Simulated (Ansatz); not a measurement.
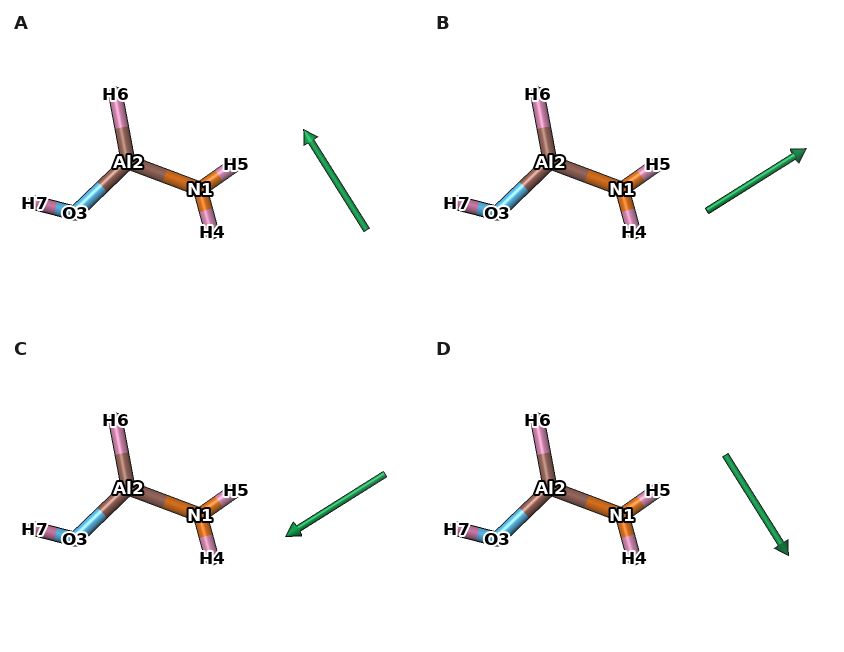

The same molecule four times, each with an arrow. Computed geometry: PBE-D4/def2-SVP optimisation. No frequency run is at hand to confirm it as a minimum. Level of theory: RKS PBE-D4/def2-SVP (Ansatz 0.2.0).

> Which arrow points along the dipole moment, from the negative to the positive end?

B. The dipole moment is 0.34 D; it points from the side of H7 to the side of H5 (the outermost atoms at the two ends).
